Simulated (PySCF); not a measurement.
SMILES [SiH](C[Si](C)(C)C)(F)F at its GFN2-xTB optimised geometry (Å):

```
20

Si     2.4442    -0.1454    -1.6127
F      3.9430     0.3710    -1.3635
F      1.7527     1.1863    -2.1773
C      1.6431    -0.6755     0.0000
Si    -0.2794    -0.6755     0.0000
C     -0.9130     1.1195     0.0000
C     -0.8706    -1.5854     1.5697
C     -0.8916    -1.5943    -1.5536
H      2.5050    -1.0792    -2.7129
H      1.9879    -0.0146     0.7964
H      1.9963    -1.6710     0.2650
H     -1.9963     1.1590    -0.0634
H     -0.5133     1.6710    -0.8448
H     -0.6195     1.6463     0.9032
H     -1.9540    -1.5888     1.6339
H     -0.5409    -2.6198     1.5786
H     -0.4927    -1.1140     2.4717
H     -0.4689    -2.5923    -1.6215
H     -1.9723    -1.6976    -1.5521
H     -0.6148    -1.0575    -2.4557
```

Computed with CAM-B3LYP/def2-SVP in PySCF 2.14.0. Cells within 0.4 Å of a nucleus heavier than hydrogen are left out (blank, or x).

Map of the HOMO amplitude (bohr^(-3/2)) on the plane z = 0.0 Å; orbital energy -9.76 eV, overall sign arbitrary:

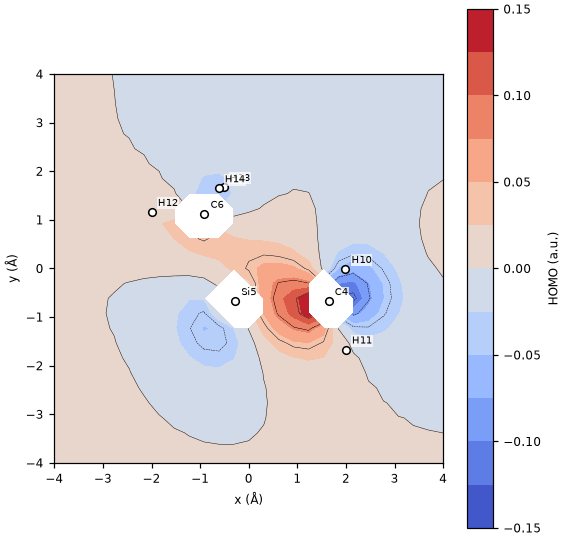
Fig. 1. HOMO amplitude (bohr^(-3/2)) on the plane z = 0.0 Å.
